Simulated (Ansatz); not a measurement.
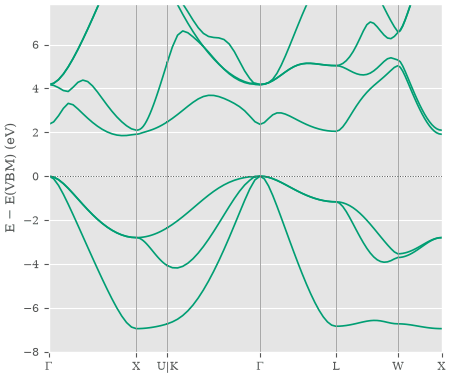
Band structure from DFT-r²SCAN in the program Ansatz with PAW potentials

Q: Read off the gap and where the band edges lie.

A: About 1.8 eV (1.85 eV by a search for the band edges); maximum at Γ, minimum on the Γ–X line, 85 % of the way from Γ.

Q: Pick the material that matches.
A) GaSb, zinc blende
B) CdTe, zinc blende
C) GaP, zinc blende
D) GaAs, zinc blende

A: C, GaP, zinc blende

Space group F-43m (zinc blende). The cell was relaxed with r²SCAN under the symmetry of its start; phonons on a q-mesh show no instability. Scalar-relativistic: spin–orbit coupling is off unless named, which matters more the heavier the elements.

Potentials: the earlier of the program's two PAW sets.
